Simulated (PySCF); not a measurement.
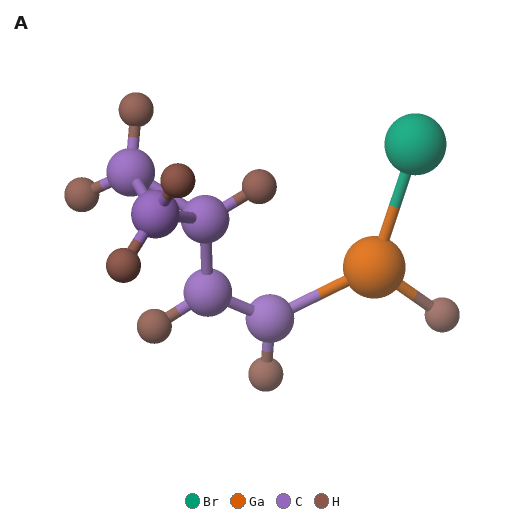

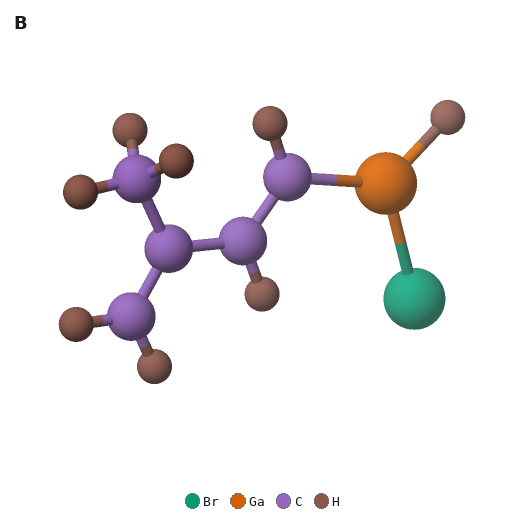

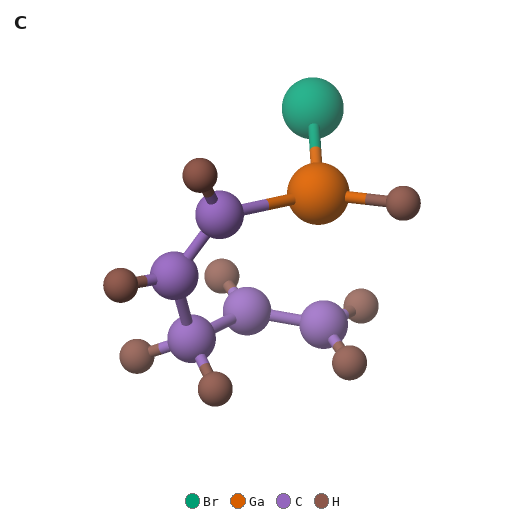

3 stationary structures of one formula. Geometries: GFN2-xTB. Electronic energies: CAM-B3LYP/def2-SVPD (PySCF 2.14.0), without zero-point energy. No frequency run is at hand to confirm each as a minimum. Each is one conformer, not always the lowest.

How are they related?

They are constitutional isomers of C5H8BrGa: A `[Br][GaH]/[CH]=C\C1CC1`, B `C=C(C)/C=[CH]/[GaH][Br]`, C `C=CC/C=[CH]\[GaH][Br]`.

Rank them by energy, lowest first.

B is lowest; C lies 3.3 kcal/mol above it, A lies 10.5 kcal/mol above it.

The geometry is semi-empirical. Around Br, Ga such bond lengths and angles can be off by a tenth of an ångström or more and by several degrees, and values that hang on the shape move with them.
